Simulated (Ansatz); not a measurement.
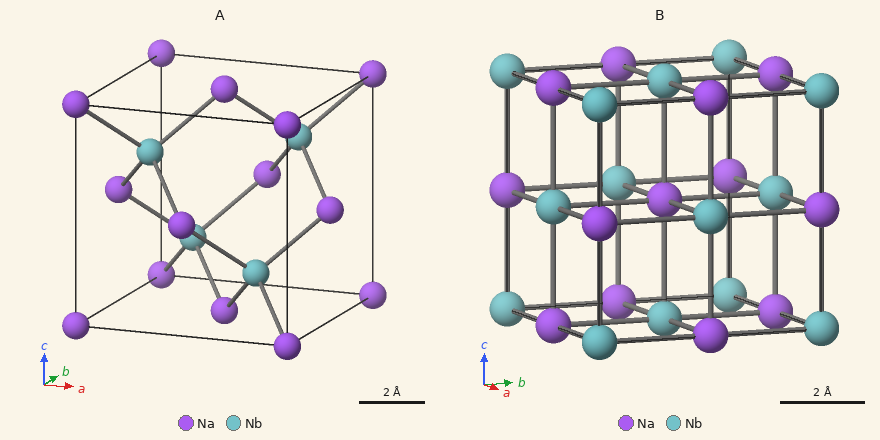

Two structures of NaNb, each relaxed to rest (conventional cells in solid outline, small ones repeated, not to one scale). Method: DFT PBE, scalar-relativistic, plane waves, PAW (Ansatz 0.2.0), with collinear spins.

Question: Name structures A and B.

Answer: A: zinc blende (sphalerite type), F-43m. B: rock salt (NaCl type), Fm-3m.

Question: Which is the more stable form at this level of theory?

Answer: B is lower, by 703 meV/atom at this level of theory (energies at zero smearing). Volumes: A 44.6, B 23.5 Å³/atom.

One or both may be structure types tried for this composition rather than known phases.
